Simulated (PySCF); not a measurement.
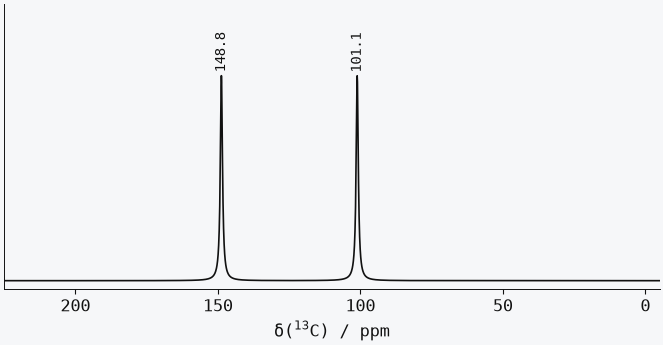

GIAO shifts, PBE0/pcSseg-1 in PySCF, at a GFN2-xTB geometry (no frequency check), against TMS for ¹³C computed at the same level. Gas phase, fully decoupled, line heights follow the number of nuclei, widths are arbitrary (no quadrupolar broadening); values of one conformer, averaged over methyl-type rotors and exact or near symmetry.

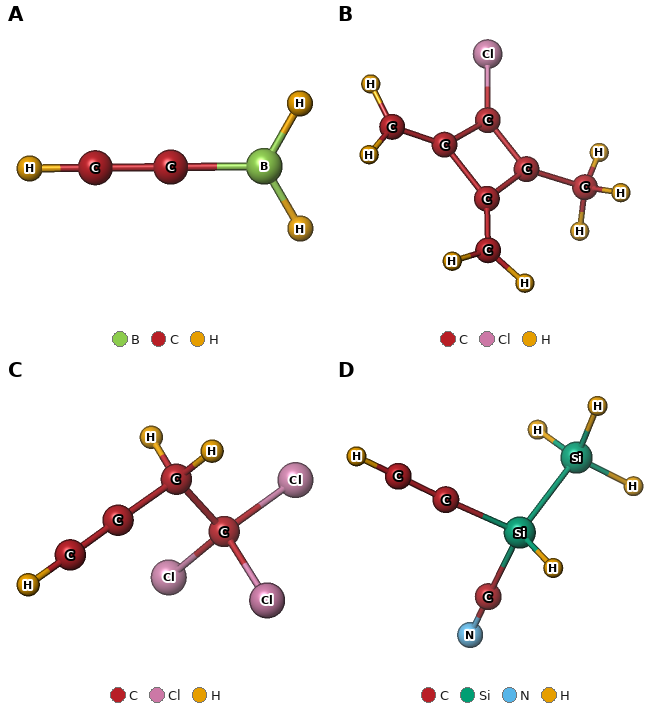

Which structure fits the spectrum? Choose among the lettered structures.

Answer. Structure A, C₂H₃B, SMILES BC#C. Its ¹³C signals: 148.8 (1 C), 101.1 (1 C) ppm.

Known limits of this run: the tight-binding geometry is rougher than a DFT one and adds to the error.
